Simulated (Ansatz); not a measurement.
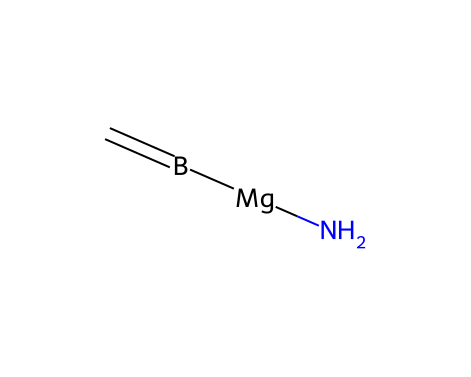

Simulated data, not a measurement (program: Ansatz).

> Transcribe the drawing into SMILES.

C=[B][Mg][NH2]

> Give the formula, hydrogens included.

CH4BMgN.
